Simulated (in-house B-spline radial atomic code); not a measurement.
# Se²⁺: excited configurations

Wanted: excitation energies of Se²⁺ as differences of total energies (ΔSCF).

Method: scalar-relativistic (spin-free one-electron X2C) HSE06, spin-polarised, spherical density, exact exchange averaged over the configuration, Fermi nucleus, basis-set limit. Code: in-house B-spline radial atomic code version 1.

### 1 The system

- element: selenium (Z = 34)
- charge: +2
- electrons: 32
- configuration: [Ar] 3d10 4s2 4p2
- Hamiltonian: scalar-relativistic (X2C)
- nucleus: Fermi, rms radius 4.140 fm

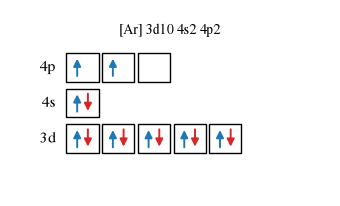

Occupation of the outer shells (arrows by Hund's rule).

Where spins are not typed, each open shell is filled with up spins first.

Settings, as recorded:

```ini
Z = 34
electrons = 32.0
configuration = [Ar] 3d10 4s2 4p2
hamiltonian = x2c
method = hse06
spin_polarised = True
nucleus = fermi
rms_radius = 4.14
mass_number = 80
atomic_mass = 79.916521761
speed_of_light = 137.035999084
exact_exchange = averaged over the configuration
```

This reference run was done before. Its total energy is -2428.470377 hartree, and its levels are (the highest eight at most):

```
orbital  occupation  energy (eV)  <r> (bohr)
3s down           1      -245.19      0.5729
  3p up           3      -183.07      0.5890
3p down           3      -182.75      0.5888
  3d up           5      -80.048      0.6286
3d down           5      -79.750      0.6258
  4s up           1      -40.118       1.699
4s down           1      -37.277       1.693
  4p up           2      -27.370       1.979
```

### 2 Run with [Ne] 3s2 3p5 3d10 4s2 4p2 4d1

Settings, as recorded:

```ini
Z = 34
electrons = 32.0
configuration = [Ne] 3s2 3p5 3d10 4s2 4p2 4d1
hamiltonian = x2c
method = hse06
spin_polarised = True
nucleus = fermi
rms_radius = 4.14
mass_number = 80
atomic_mass = 79.916521761
speed_of_light = 137.035999084
exact_exchange = averaged over the configuration
```

Launch:

```
$ python run_scf.py task.json out
```

One command runs all members of the session, one after another, from task.json.

### 3 Run with [Ar] 3d10 4s1 4p2 5d1

Changes to the settings of step 2:

```diff
@@ -2,3 +2,3 @@
 electrons = 32.0
-configuration = [Ne] 3s2 3p5 3d10 4s2 4p2 4d1
+configuration = [Ar] 3d10 4s1 4p2 5d1
 hamiltonian = x2c
```

### 4 Configuration [Ar] 3d10 4s1 4p2 5s1

Changes to the settings of step 3:

```diff
@@ -2,3 +2,3 @@
 electrons = 32.0
-configuration = [Ar] 3d10 4s1 4p2 5d1
+configuration = [Ar] 3d10 4s1 4p2 5s1
 hamiltonian = x2c
```

### 5 Run with [Ar] 3d10 4s2 4p1 5p1

Changes to the settings of step 4:

```diff
@@ -2,3 +2,3 @@
 electrons = 32.0
-configuration = [Ar] 3d10 4s1 4p2 5s1
+configuration = [Ar] 3d10 4s2 4p1 5p1
 hamiltonian = x2c
```

### 6 Run with [Ar] 3d10 4s1 4p2 4d1

Changes to the settings of step 5:

```diff
@@ -2,3 +2,3 @@
 electrons = 32.0
-configuration = [Ar] 3d10 4s2 4p1 5p1
+configuration = [Ar] 3d10 4s1 4p2 4d1
 hamiltonian = x2c
```

### 7 Run with [Ar] 3d9 4s2 4p3

Changes to the settings of step 6:

```diff
@@ -2,3 +2,3 @@
 electrons = 32.0
-configuration = [Ar] 3d10 4s1 4p2 4d1
+configuration = [Ar] 3d9 4s2 4p3
 hamiltonian = x2c
```

**Question.** How far above the reference does each configuration lie (order and size, in eV)?

The runs gave:

| net move | configuration | 2|M_S|+1 | energy above the reference (eV) | largest <r> (bohr) |
| --- | --- | --- | --- | --- |
| 4p → 5p | [Ar] 3d10 4s2 4p1 5p1 | 3 | 18.810 | 3.47 |
| 4s → 4d | [Ar] 3d10 4s1 4p2 4d1 | 5 | 24.730 | 2.84 |
| 4s → 5s | [Ar] 3d10 4s1 4p2 5s1 | 5 | 25.197 | 3.88 |
| 4s → 5d | [Ar] 3d10 4s1 4p2 5d1 | 5 | 32.811 | 6.23 |
| 3d → 4p | [Ar] 3d9 4s2 4p3 | 5 | 53.332 | 1.87 |
| 3p → 4d | [Ne] 3s2 3p5 3d10 4s2 4p2 4d1 | 5 | 173.75 | 2.72 |

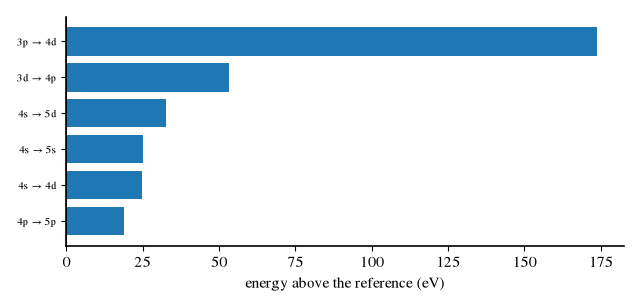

Energy of each configuration above the reference.

The lowest of them is 4p → 5p at 18.810 eV and the highest 3p → 4d at 173.75 eV. 2 of them lie more than 60 % above minus the reference's highest level (27.370 eV), in the range where a state can decay by emitting an electron. Two partly filled shells share a symmetry and can mix in the average, which may lower the energy, for: 4p → 5p. The reference has 2|M_S|+1 = 3; 5 of the configurations differ from it in spin. These are spherical averages at the typed spins, not spectroscopic levels.
